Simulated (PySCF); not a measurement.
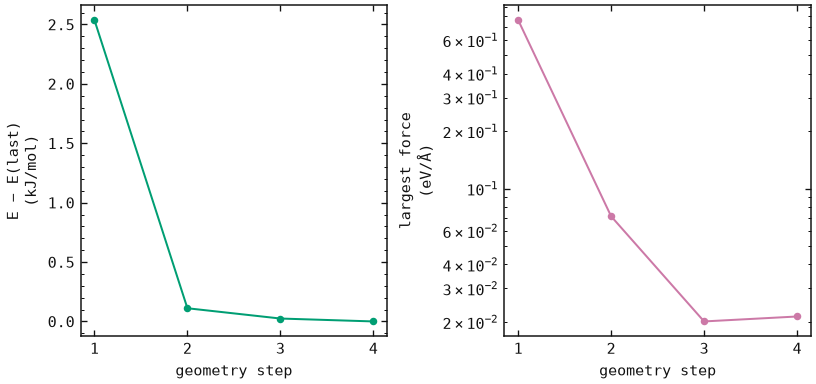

History of a geometry optimisation.

- system: Br3Si(SH) (SMILES S[Si](Br)(Br)Br)
- method: PBE0-D3(BJ)/def2-SVP, geometry optimisation (PySCF)

Q: How did the optimisation end?

A: The optimisation met its thresholds at geometry 4, counting the start as the first. The energy fell by about 2.5 kJ/mol from the first step to the last. The largest force goes from about 0.76 eV/Å at the start to 0.021 eV/Å at the end.
